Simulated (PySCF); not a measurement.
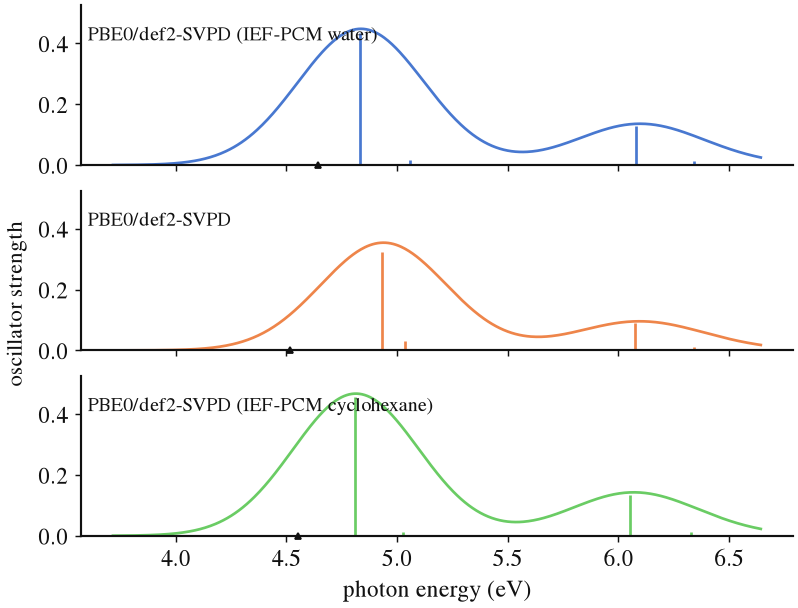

Vertical TDDFT spectra of C₈H₉N, SMILES C=C(C)c1ccccn1 at one geometry and several levels (PySCF 2.14.0, at a PBE0-D3(BJ)/def2-SVP geometry (no frequency check)); sticks with Gaussians of 1/e half-width 0.40 eV, the triangle marks S1, which has the same leading orbital pair at all these levels. Only the lowest states were computed, so the high end is incomplete.

### Order the levels by their S1 energy.

From lowest to highest: PBE0/def2-SVPD 4.52 eV, PBE0/def2-SVPD (IEF-PCM cyclohexane) 4.55 eV, PBE0/def2-SVPD (IEF-PCM water) 4.64 eV; a spread of 0.13 eV.

Limits of at least one run: core orbitals are frozen in the response; one conformer of a flexible molecule.
